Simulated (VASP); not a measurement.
Band structure of Mg3Sb (space group I4/mmm). Computed with PBEsol GGA, VASP's PBE PAW potentials (set 64) (plane waves; VASP).

Unless said otherwise, spin-orbit coupling is left out, though it shifts the bands of the heavy elements here.

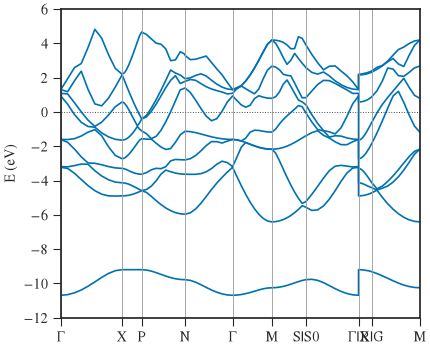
Figure: Bands along high-symmetry lines, zero at the valence-band maximum or, without a gap, the Fermi level

Question: Read the plot: is there a gap, and where are the band edges?

Answer: It has no gap at this level: it comes out as a metal or semimetal. (Edges off the drawn lines would not show.)

The structure comes from a computed database's Mg3Sb entry (I4/mmm); how it stands against other phases isn't given here. It was relaxed first. The electron count is odd and the run is not spin-polarised, which forces a metal.
